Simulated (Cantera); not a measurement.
A closed system holds: 1 mol Si, a varied amount of H₂O, 2.1 mol N₂, at 1225 °C and 200 Pa.

Equilibrium computed with Cantera from the NASA thermochemical tables; the gas is ideal and each condensed phase is pure. Candidate condensed phases: H₂O, Si, SiO₂, Si₂N₂O, Si₃N₄; 35 gas species. N₂ is the only nitrogen source here; it is nearly inert below about 1500 K, so the nitride shown seldom forms there in practice. Mutual solubility and eutectic melting of coexisting phases are not modelled. The tables hold silica as quartz up to 1696 K and as liquid above; real silica turns to tridymite and cristobalite and melts near 1996 K. Rates play no part.

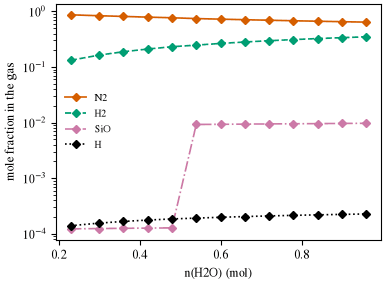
*Equilibrium gas composition (values under 1e-9 drawn at 1e-9)*

From 0.23 mol H₂O to 0.48 mol H₂O the condensed part is Si₂N₂O(s) + Si₃N₄(s). From 0.54 mol H₂O to 0.96 mol H₂O the condensed part is SiO₂(β-quartz) + Si₂N₂O(s). The main Si-bearing gas is SiO throughout.
